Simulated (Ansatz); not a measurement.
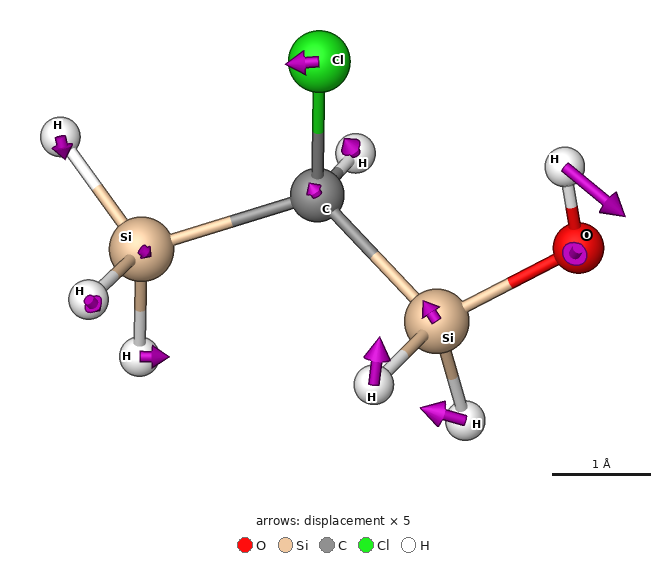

A relaxation of CH7ClOSi2. The starting structure is drawn; purple arrows show the displacements, magnified 5 times. The two geometries are superimposed by the best rigid fit.

Style: ball-and-stick. Shown at a tilt.

The start comes from PBE-D4/def2-SVP.

Theory: Ansatz 0.2.0, RKS PBE0-D4/def2-TZVP. Settings: force threshold 0.005 eV/Å; at most 150 steps.

Which element moves most?

Hydrogen: up to 0.17 Å, against 0.07 Å for oxygen.

Describe the change and its energy.

Over 8 geometry steps the energy falls by 0.070 eV. The largest force component goes from 0.89 to 0.0031 eV/Å. An H atom moves most after the best rigid fit: 0.17 Å. Largest moves by element: H 0.17 Å, O 0.07 Å, Cl 0.07 Å, Si 0.05 Å, C 0.03 Å. Near-neighbour distances that change, for instance: O–Si 1.677 → 1.641 Å, C–Cl 1.838 → 1.806 Å, C–Si 1.907 → 1.881 Å, H–Si 1.505 → 1.486 Å. Among the angles between lasting bonds that change: Si–O–H 111.5° → 116.3°.
